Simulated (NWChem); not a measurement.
# One shape, several levels: doublet [C2F2]+

We compute a comparison of 3 runs (UBHLYP/cc-pVTZ, UCAM-B3LYP/cc-pVTZ, UM06-2X/cc-pVTZ) of doublet [C2F2]+. 

Program for the calculation: NWChem 7.3.0.

## (1) The structure to begin with

[C2F2]+: 4 atoms, total charge +1, spin state doublet. SMILES of the parent species: `FC#CF`. The coordinates come from a PBE0-D4/def2-TZVP relaxation. That shape belongs to the parent species and isn't relaxed for this state.

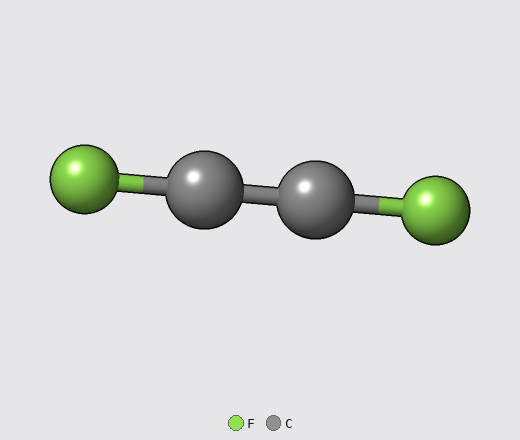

The structure, seen from a chosen angle (fluorine green, carbon grey).

## (2) The energy at UBHLYP/cc-pVTZ (run 1)

The input, run.nw:

```
start run
memory 2200 mb
charge 1

geometry noautosym nocenter noautoz
   F       -0.136400       0.128000       1.852800
   C       -0.033700       0.030200       0.583200
   C        0.061400      -0.060400      -0.593400
   F        0.164100      -0.158200      -1.863000
end

basis spherical bse
   F library cc-pVTZ
   C library cc-pVTZ
end

dft
   xc bhlyp
   mult 2
   grid fine
   convergence energy 1e-08
   iterations 100
   mulliken
   print low
end

task dft
```

Started as:

```
nwchem run.nw > run.out
```

What it wrote:

```text
[...]
 d= 0,ls=0.0,diis     1   -275.1862449345 -3.71D+02  4.23D-03  4.46D-01     3.1
[...]
 d= 0,ls=0.0,diis     9   -275.3227731728 -8.24D-09  7.82D-07  1.11D-08    23.8
[...]
         Total DFT energy =     -275.322773172845
      One electron energy =     -559.690233142827
           Coulomb energy =      220.080715825342
    Exchange-Corr. energy =      -31.224259725417
 Nuclear repulsion energy =       95.511003870056
[...]
      Total Density - Mulliken Population Analysis
     ---------------------------------------------
    Atom       Charge   Shell Charges
 -----------   ------   -------------------------------------------------------
    1 F    9     8.91   1.94  0.28  1.08  0.58  1.55  2.38  1.08  0.00  0.02  0.00
    2 C    6     5.59   1.96  0.19  0.72  0.16  0.84  1.31  0.23  0.04  0.12  0.02
    3 C    6     5.59   1.96  0.19  0.72  0.16  0.84  1.31  0.23  0.04  0.12  0.02
    4 F    9     8.91   1.94  0.28  1.08  0.58  1.55  2.38  1.08  0.00  0.02  0.00
[...]
      <S2> =      0.7529 (Exact =     0.7500)
[...]
```

It took 25 s on 1 thread of Intel Xeon Platinum 8488C (Sapphire Rapids), shared host; peak memory 0.12 GiB.

## (3) The energy at UCAM-B3LYP/cc-pVTZ (run 2)

The input, run.py:

```python
from ase import Atoms
from ase.calculators.nwchem import NWChem

atoms = Atoms(['F', 'C', 'C', 'F'], positions=[
    [-0.136400, 0.128000, 1.852800],
    [-0.033700, 0.030200, 0.583200],
    [0.061400, -0.060400, -0.593400],
    [0.164100, -0.158200, -1.863000],
])

calc = NWChem(
    label='job',
    theory='dft',
    memory='2200 mb',
    basis='cc-pVTZ',
    basispar='spherical bse',
    charge=1,
    dft={'xc': 'xcamb88 1.00 lyp 0.81 vwn_5 0.19 hfexch 1.00', 'cam': '0.33 cam_alpha 0.19 cam_beta 0.46', 'mult': '2', 'grid': 'fine', 'convergence': 'energy 1e-08', 'direct': None, 'iterations': '100', 'mulliken': None},
    task='energy',
)
atoms.calc = calc

print("Total energy (eV):", round(atoms.get_potential_energy(), 6))
```

Started as:

```
export ASE_NWCHEM_COMMAND="nwchem PREFIX.nwi > PREFIX.nwo"
python run.py
```

What it wrote:

```text
Total energy (eV): -7492.907986
```

The calculator wrote job.nwi:

```
title "job"

permanent_dir job

scratch_dir job

start job

geometry units angstrom nocenter noautosym noautoz
  F  -1.3639999999999999e-01 1.2800000000000000e-01 1.8528000000000000e+00
  C  -3.3700000000000001e-02 3.0200000000000001e-02 5.8320000000000005e-01
  C  6.1400000000000003e-02 -6.0400000000000002e-02 -5.9340000000000004e-01
  F  1.6410000000000000e-01 -1.5820000000000001e-01 -1.8630000000000000e+00
end

charge 1

memory 2200 mb

basis spherical bse noprint
   * library cc-pVTZ
end

dft
  xc xcamb88 1.00 lyp 0.81 vwn_5 0.19 hfexch 1.00
  cam 0.33 cam_alpha 0.19 cam_beta 0.46
  mult 2
  grid fine
  convergence energy 1e-08
  direct
  iterations 100
  mulliken
end

task dft energy
```

job.nwo:

```text
Northwest Computational Chemistry Package (NWChem) 7.3.0
             --------------------------------------------------------

           Job information
           ---------------

    nwchem branch   = 7.3.0
    use scalapack   = T
    input           = job.nwi
    prefix          = job.
    data base       = job/job.db
    status          = startup
    nproc           =        1

           Memory information
           ------------------

    heap     =     72089598 doubles =      550.0 Mbytes
    stack    =     72089595 doubles =      550.0 Mbytes
    global   =    144179200 doubles =     1100.0 Mbytes (distinct from heap & stack)
    total    =    288358393 doubles =     2200.0 Mbytes
    verify   = yes
    hardfail = no

           Directory information
           ---------------------

  0 permanent = job
  0 scratch   = job

                                NWChem Input Module
                                -------------------

                                        job
                                        ---

[... 23 lines left out ...]
            Nuclear Dipole moment (a.u.)
[... 54 lines left out ...]
  convergence criterion.
[... 17 lines left out ...]
          Convergence on density requested:  1.00D-05
[... 27 lines left out ...]
          Spatial weights used:  Erf1
[... 3 lines left out ...]
          Convergence aids based upon iterative change in
[... 82 lines left out ...]
         Total DFT energy =     -275.359291869574
[... 1 line left out ...]
           Coulomb energy =      220.037123370122
[... 1 line left out ...]
 Nuclear repulsion energy =       95.511003870056
[... 860 lines left out ...]
                     DFT Final Beta Molecular Orbital Analysis
[... 949 lines left out ...]
   alpha    111    112    113    114    115    116    117    118    119    120
    beta    110    113    112    115    114    116    117    118    119    120
 overlap   1.000  1.000  1.000  1.000  1.000  1.000  1.000  1.000  1.000  1.000

     --------------------------
     Expectation value of S2:
     --------------------------
      <S2> =      0.7520 (Exact =     0.7500)

 center of mass
 --------------
 x =   0.02617270 y =  -0.02853486 z =  -0.00963760

 moments of inertia (a.u.)
 ------------------
         500.987201397044           3.102030038849          40.275015866554
           3.102030038849         501.289707623166         -38.359078722134
          40.275015866554         -38.359078722134           6.211430723756

     Multipole analysis of the density
     ---------------------------------

     L   x y z        total         alpha         beta         nuclear
     -   - - -        -----         -----         ----         -------
     0   0 0 0      1.000000    -15.000000    -14.000000     30.000000

     1   1 0 0      0.026173     -0.392591     -0.366418      0.785181
[... 8 lines of this table left out ...]
     2   0 0 2     -8.530764   -124.502567   -120.740503    236.712306

 Task  times  cpu:       96.2s     wall:       96.2s
 Total times  cpu:       96.2s     wall:       96.2s
```

It took 98 s on 1 thread of Intel Xeon Platinum 8488C (Sapphire Rapids), shared host; peak memory 0.11 GiB.

## (4) A single-point energy at UM06-2X/cc-pVTZ (run 3)

The input, run.py:

```python
from ase import Atoms
from ase.calculators.nwchem import NWChem

molecule = Atoms(['F', 'C', 'C', 'F'], positions=[
    [-0.136400, 0.128000, 1.852800],
    [-0.033700, 0.030200, 0.583200],
    [0.061400, -0.060400, -0.593400],
    [0.164100, -0.158200, -1.863000],
])

calc = NWChem(
    label='mol',
    theory='dft',
    memory='2200 mb',
    basis='cc-pVTZ',
    basispar='spherical bse',
    charge=1,
    dft={'xc': 'm06-2x', 'mult': '2', 'grid': 'fine', 'convergence': 'energy 1e-08', 'iterations': '100', 'mulliken': None},
    task='energy',
)
molecule.calc = calc

print("Total energy (eV):", round(molecule.get_potential_energy(), 6))
```

Started as:

```
export ASE_NWCHEM_COMMAND="nwchem PREFIX.nwi > PREFIX.nwo"
python run.py
```

What it wrote:

```text
Total energy (eV): -7492.59413
```

The calculator wrote mol.nwi:

```
title "mol"

permanent_dir mol

scratch_dir mol

start mol

geometry units angstrom nocenter noautosym noautoz
  F  -1.3639999999999999e-01 1.2800000000000000e-01 1.8528000000000000e+00
  C  -3.3700000000000001e-02 3.0200000000000001e-02 5.8320000000000005e-01
  C  6.1400000000000003e-02 -6.0400000000000002e-02 -5.9340000000000004e-01
  F  1.6410000000000000e-01 -1.5820000000000001e-01 -1.8630000000000000e+00
end

charge 1

memory 2200 mb

basis spherical bse noprint
   * library cc-pVTZ
end

dft
  xc m06-2x
  mult 2
  grid fine
  convergence energy 1e-08
  iterations 100
  mulliken
end

task dft energy
```

mol.nwo:

```text
Northwest Computational Chemistry Package (NWChem) 7.3.0
             --------------------------------------------------------

           Job information
           ---------------

    nwchem branch   = 7.3.0
    use scalapack   = T
    input           = mol.nwi
    prefix          = mol.
    data base       = mol/mol.db
    status          = startup
    nproc           =        1

           Memory information
           ------------------

    heap     =     72089598 doubles =      550.0 Mbytes
    stack    =     72089595 doubles =      550.0 Mbytes
    global   =    144179200 doubles =     1100.0 Mbytes (distinct from heap & stack)
    total    =    288358393 doubles =     2200.0 Mbytes
    verify   = yes
    hardfail = no

           Directory information
           ---------------------

  0 permanent = mol
  0 scratch   = mol

                                NWChem Input Module
                                -------------------

                                        mol
                                        ---

[... 23 lines left out ...]
            Nuclear Dipole moment (a.u.)
[... 53 lines left out ...]
  convergence criterion.
[... 16 lines left out ...]
          Convergence on density requested:  1.00D-05
[... 20 lines left out ...]
          Spatial weights used:  Erf1
[... 3 lines left out ...]
          Convergence aids based upon iterative change in
[... 82 lines left out ...]
         Total DFT energy =     -275.347757842343
[... 1 line left out ...]
           Coulomb energy =      219.879330376367
[... 1 line left out ...]
 Nuclear repulsion energy =       95.511003870056
[... 861 lines left out ...]
                     DFT Final Beta Molecular Orbital Analysis
[... 949 lines left out ...]
   alpha    111    112    113    114    115    116    117    118    119    120
    beta    111    113    112    114    115    116    117    118    119    120
 overlap   0.958  1.000  1.000  1.000  1.000  1.000  1.000  1.000  1.000  1.000

     --------------------------
     Expectation value of S2:
     --------------------------
      <S2> =      0.7526 (Exact =     0.7500)

 center of mass
 --------------
 x =   0.02617270 y =  -0.02853486 z =  -0.00963760

 moments of inertia (a.u.)
 ------------------
         500.987201397044           3.102030038849          40.275015866554
           3.102030038849         501.289707623166         -38.359078722134
          40.275015866554         -38.359078722134           6.211430723756

     Multipole analysis of the density
     ---------------------------------

     L   x y z        total         alpha         beta         nuclear
     -   - - -        -----         -----         ----         -------
     0   0 0 0      1.000000    -15.000000    -14.000000     30.000000

     1   1 0 0      0.026173     -0.392591     -0.366418      0.785181
[... 8 lines of this table left out ...]
     2   0 0 2     -8.810710   -124.417921   -121.105095    236.712306

 Task  times  cpu:       26.4s     wall:       26.4s
 Total times  cpu:       26.4s     wall:       26.4s
```

It took 28 s on 1 thread of Intel Xeon Platinum 8488C (Sapphire Rapids), shared host; peak memory 0.12 GiB.

## (5) All runs side by side

```
run               level  energy (Eh)   ⟨S²⟩  wall time
  1      UBHLYP/cc-pVTZ  -275.322773  0.753       25 s
  2  UCAM-B3LYP/cc-pVTZ  -275.359292  0.752       98 s
  3     UM06-2X/cc-pVTZ  -275.347758  0.753       28 s
```

## (6) Outcome

| quantity | value |
| --- | --- |
| run 3: total energy | -275.34776 Eh |
| run 3: HOMO energy (highest over α and β) | -18.55 eV |
| run 3: LUMO energy (lowest over α and β) | -12.99 eV |
| run 3: ⟨S²⟩ | 0.753 |

**Reading.** Totals of different functionals can't be ranked against each other. All runs together took 2.5 min, the longest 98 s.
